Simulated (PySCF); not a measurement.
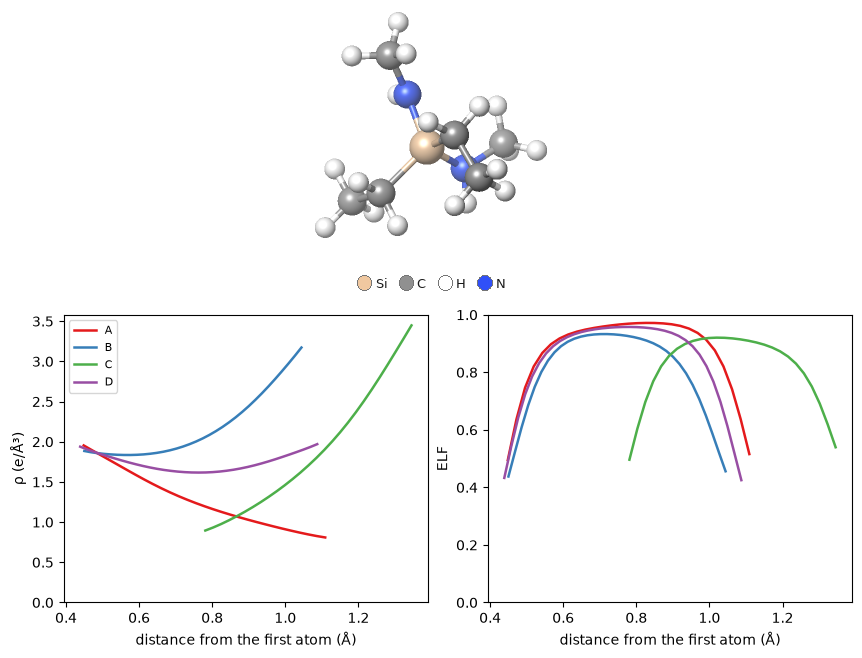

Figure 1: C6H18N2Si (SiEt2(NHMe)2). Electron density and electron localisation function along straight lines between neighbouring atoms. The curves leave out the atomic cores. The structure is drawn too.

Geometry: PBE0-D3(BJ)/def2-SVP.

These are results of B3LYP/def2-SVPD, SCF density, gas phase (PySCF), not measurements.

```yaml
atoms:
  - { symbol: Si, position_ang: [-0.0328, 0.0232, 0.0430] }
  - { symbol: C, position_ang: [-0.0754, -0.1285, 1.9249] }
  - { symbol: C, position_ang: [-1.4690, 0.0292, 2.5262] }
  - { symbol: H, position_ang: [0.6079, 0.6375, 2.3338] }
  - { symbol: H, position_ang: [0.3666, -1.0985, 2.2169] }
  - { symbol: H, position_ang: [-1.4652, -0.0450, 3.6255] }
  - { symbol: H, position_ang: [-1.9020, 1.0083, 2.2641] }
  - { symbol: H, position_ang: [-2.1615, -0.7368, 2.1425] }
  - { symbol: C, position_ang: [1.7596, 0.0354, -0.5499] }
  - { symbol: C, position_ang: [2.5047, -1.2552, -0.2168] }
  - { symbol: H, position_ang: [2.2904, 0.9032, -0.1194] }
  - { symbol: H, position_ang: [1.7502, 0.2000, -1.6423] }
  - { symbol: H, position_ang: [3.5272, -1.2653, -0.6269] }
  - { symbol: H, position_ang: [2.5908, -1.4052, 0.8715] }
  - { symbol: H, position_ang: [1.9780, -2.1346, -0.6216] }
  - { symbol: N, position_ang: [-0.8001, 1.4436, -0.5995] }
  - { symbol: C, position_ang: [-0.2082, 2.7334, -0.8451] }
  - { symbol: H, position_ang: [-1.8112, 1.4682, -0.5177] }
  - { symbol: H, position_ang: [-0.2685, 3.4339, 0.0119] }
  - { symbol: H, position_ang: [0.8592, 2.6208, -1.0892] }
  - { symbol: H, position_ang: [-0.6743, 3.2370, -1.7100] }
  - { symbol: N, position_ang: [-0.9744, -1.3111, -0.5448] }
  - { symbol: C, position_ang: [-1.2973, -1.5431, -1.9303] }
  - { symbol: H, position_ang: [-1.0595, -2.1293, 0.0468] }
  - { symbol: H, position_ang: [-2.3140, -1.9570, -2.0540] }
  - { symbol: H, position_ang: [-1.2762, -0.5829, -2.4686] }
  - { symbol: H, position_ang: [-0.5975, -2.2269, -2.4505] }
```

### Which curve belongs to which contact (C–C, C–N, C–Si and Si–N)? The first atom named is at distance zero.

Curve A: C–Si (1.89 Å): the density is about 0.97 e/Å³ at the midpoint; the ELF peaks at about 1 between the atoms; a shared electron pair. Curve B: C–N (1.44 Å): ρ at the midpoint is about 1.9 e/Å³; the ELF peaks at about 0.95 between the atoms: localised, covalent bonding. Curve C: Si–N (1.74 Å): ρ at the midpoint is about 1.1 e/Å³; the ELF peaks at about 0.90 between the atoms (a shared but strongly polarised pair). Curve D: C–C (1.53 Å): ρ at the midpoint is about 1.6 e/Å³; the ELF peaks at about 0.95 between the atoms (localised, covalent bonding).
